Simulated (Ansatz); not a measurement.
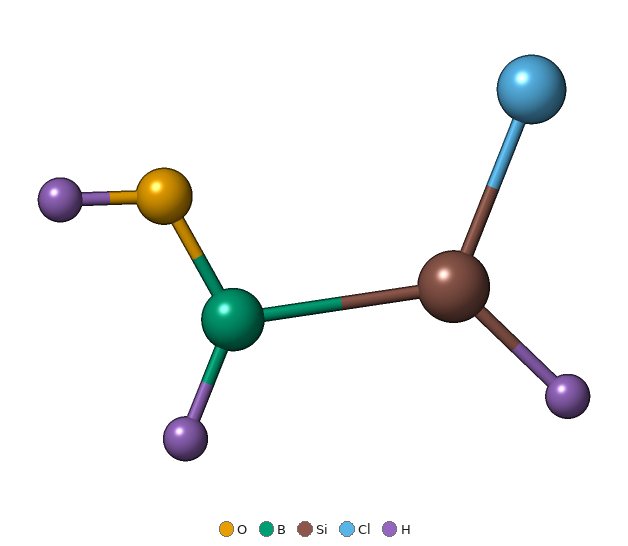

The species has charge +1 and is a spin singlet. Computed geometry: PBE0-D4/def2-TZVP optimisation. No frequency run is at hand to confirm it as a minimum. Properties computed with RKS PBE0-D4/def2-TZVPP (Ansatz 0.2.0).

Predict the main results.

The species is BClH3OSi(+).
- HOMO energy (Kohn–Sham orbital): −13.95 eV
- LUMO energy (Kohn–Sham orbital): −9.11 eV
- HOMO–LUMO gap: 4.84 eV
- dispersion correction: −10.9 kJ/mol
